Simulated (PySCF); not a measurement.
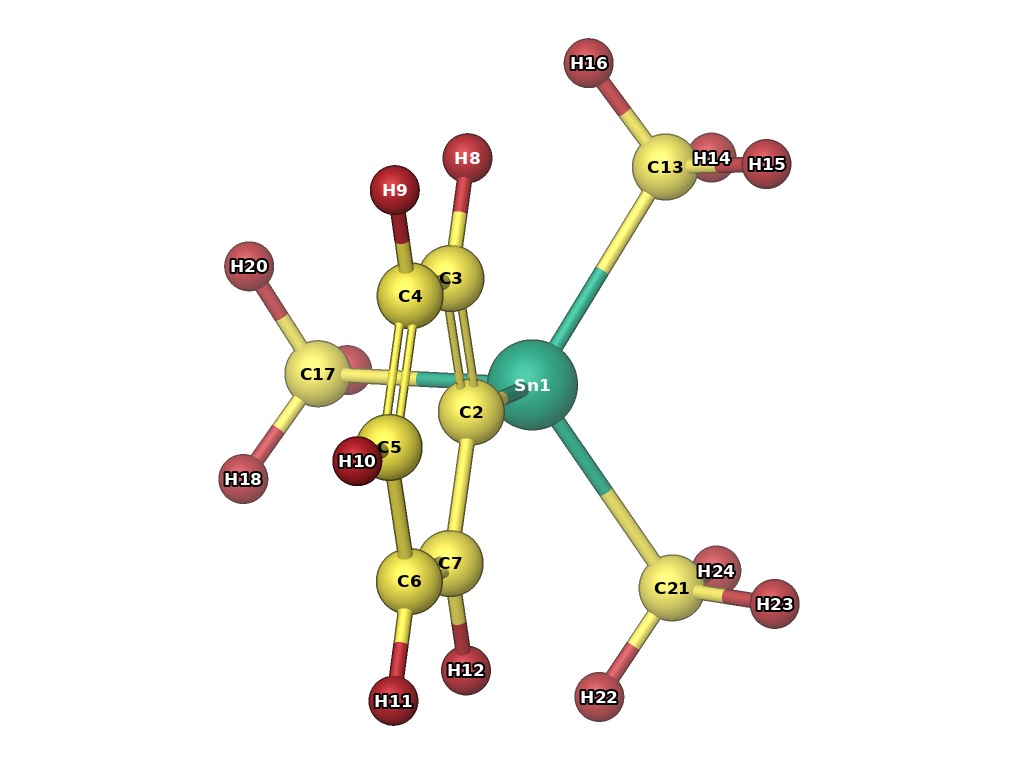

Sn1 lies behind C2. The molecule seen a little off the C2–Sn1 bond, C2 in front. Distant atoms are faded towards the background colour. Computed geometry: PBE0-D3(BJ)/def2-SVP optimisation. No frequency run is at hand to confirm it as a minimum.

What is the torsion angle C3–C2–Sn1–C13? The sign is positive where the front bond must turn clockwise to cover the back bond.

Answer. 29°, synperiplanar.
